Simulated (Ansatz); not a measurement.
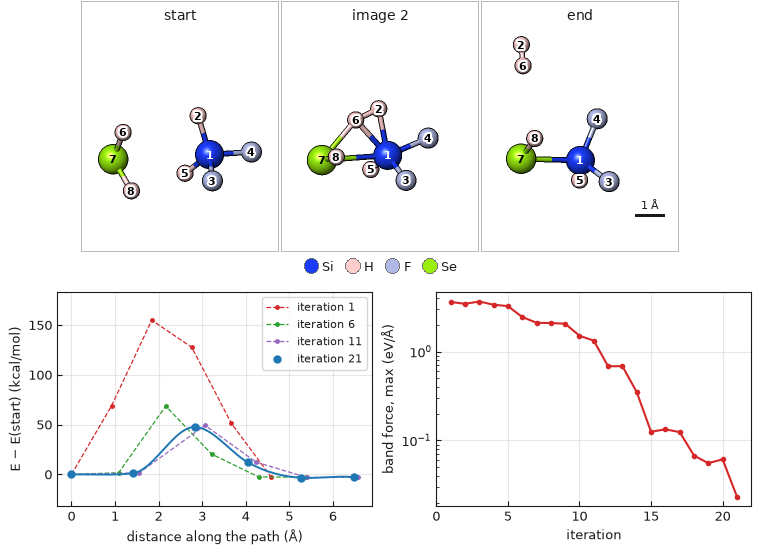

NEB run on SiH4SeF2, made up of SiH2F2 and H₂Se. Images are numbered from 0 (start) to 5 (end). The plot follows the band through its iterations. The picture is a ball-and-stick view, seen at a tilt.

Theory: Ansatz 0.2.0, RKS CAM-B3LYP-D4/def2-SVPD.

Input file:
```yaml
crystal:
  periodic: [false, false, false]
  atoms:
    - {symbol: Si, position_ang: [-0.898734, -0.899338, -0.367332]}
    - {symbol: H, position_ang: [-0.926473, -0.809088, 1.102527]}
    - {symbol: F, position_ang: [-1.080323, 0.552470, -0.989135]}
    - {symbol: F, position_ang: [-2.166261, -1.745384, -0.821575]}
    - {symbol: H, position_ang: [0.295407, -1.534416, -0.950135]}
    - {symbol: H, position_ang: [1.234793, 1.666901, 1.700616]}
    - {symbol: Se, position_ang: [2.028045, 0.951102, 0.695464]}
    - {symbol: H, position_ang: [1.513545, 1.817752, -0.370431]}
basis:
  gaussian: {orbitals: def2-SVPD}
hamiltonian: {xc: {name: CAM-B3LYP}, dispersion: d4}
neb:
  images: 4
  climbing: immediate
  max_iterations: 60
  initial_path: idpp
  final_atoms:
    - {symbol: Si, position_ang: [0.045801, -0.495124, -1.213628]}
    - {symbol: H, position_ang: [-0.798937, 0.064727, 3.232138]}
    - {symbol: F, position_ang: [-0.369535, 0.191425, -2.580325]}
    - {symbol: F, position_ang: [-1.297667, -0.630994, -0.383825]}
    - {symbol: H, position_ang: [0.596756, -1.833298, -1.481324]}
    - {symbol: H, position_ang: [-0.402489, 0.075541, 2.599415]}
    - {symbol: Se, position_ang: [1.566734, 0.735813, -0.107018]}
    - {symbol: H, position_ang: [0.659338, 1.891910, -0.065431]}
```

Command:
```bash
ansatz run in.yaml --threads 4 --pin off --events-out ev --progress --plain --max-ram 9574MiB
```

> Did the band converge, and can the barrier be trusted?

The run is converged, with reservations. The band converged in 21 iterations. The largest component of the band force went from 3.6 to 0.023 eV/Å. The climbing image converged on the top of the path. Its curvatures weren't checked. The largest force component is 1.23 eV/Å at the start and 1.41 eV/Å at the end; an end with forces this large is no minimum, and the barrier measured from it can be far off. The first iteration put the highest image at 155.0 kcal/mol. The highest point, image 2, lies 47.7 kcal/mol above the start and 50.5 kcal/mol above the end; the end is at −2.8 kcal/mol relative to the start. Image 4 lies below both ends, at −3.3 kcal/mol, so an end isn't at the bottom of its valley.

Limits of the set-up: the start holds two separate molecules, 3.0 Å apart at their closest, whose relative position is a soft coordinate.
